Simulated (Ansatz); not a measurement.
## A ladder of methods for As4 (arsenic tetramer)

As4, singlet, SMILES `[As]12[As]3[As]1[As]23`. Each level relaxes the structure for itself.

Each level gives the highest harmonic wavenumber at each level's own minimum (cm⁻¹). The values are calculated.

| level | kind | program | value (cm⁻¹) |
| --- | --- | --- | --- |
| HF/STO-3G | Hartree–Fock | Ansatz | 478 |
| HF/6-31G* (Cartesian functions) | Hartree–Fock | Ansatz | 393 |
| PBE/def2-SVP | GGA | Ansatz | 349 |
| B3LYP/6-31G* (Cartesian functions) | global hybrid | Ansatz | 351 |
| PBE0-D4/def2-TZVP | global hybrid | Ansatz | 371 |
| MP2/6-31G* (Cartesian functions) | perturbation theory | Ansatz | 357 |
| MP2/aug-cc-pVDZ | perturbation theory | Ansatz | 343 |

All-electron rows without a relativistic Hamiltonian named are non-relativistic. Harmonic and unscaled. The values span 343 to 478 cm⁻¹. In the correlated wave-function rows the outer d shell of As is correlated, in sets not made for it. Without the sets that lack polarisation functions the rows with a basis span only 343 to 393 cm⁻¹.

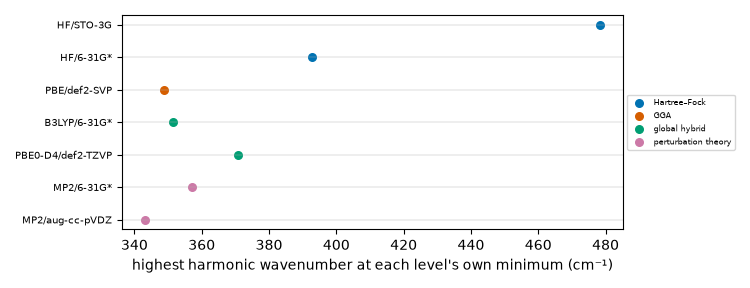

The values of the table, level by level.
